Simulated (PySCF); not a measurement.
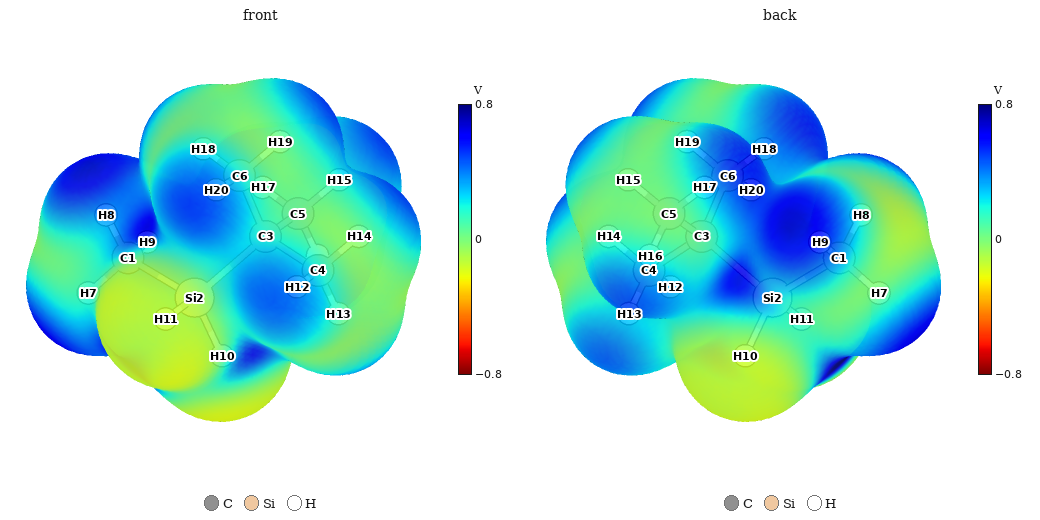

Figure. C5H14Si. The molecular electrostatic potential painted on the density surface at 0.002 e/bohr³, seen from the front and from behind; the colour scale runs from red (negative) to blue (positive).

Geometry: GFN2-xTB.

Theory: PBE0/pcSseg-1, SCF density, gas phase, non-relativistic (PySCF 2.14.0).

```xyz
20

C     2.4935    0.5380   -0.0139
Si    1.0415   -0.1746   -1.0067
C    -0.5875   -0.1236    0.0098
C    -1.7282   -0.7057   -0.8257
C    -0.4505   -0.9472    1.2915
C    -0.9426    1.3156    0.3873
H     3.4048    0.5048   -0.6025
H     2.3218    1.5738    0.2641
H     2.6730   -0.0247    0.8975
H     1.3326   -1.5704   -1.3656
H     0.8565    0.6111   -2.2358
H    -1.8678   -0.1356   -1.7417
H    -1.5201   -1.7379   -1.0993
H    -2.6630   -0.6836   -0.2652
H    -1.3860   -0.9362    1.8516
H    -0.2047   -1.9827    1.0638
H     0.3299   -0.5431    1.9331
H    -0.1712    1.7554    1.0161
H    -1.8824    1.3427    0.9394
H    -1.0546    1.9346   -0.5008
```

### Describe the electrostatic potential map.

The most negative region (about −0.2 V) lies over H10 and H11, the most positive (about +0.7 V) over Si2, H7, H8 and H9.

### What dipole moment does the calculation give?

Its dipole moment is 0.55 D.
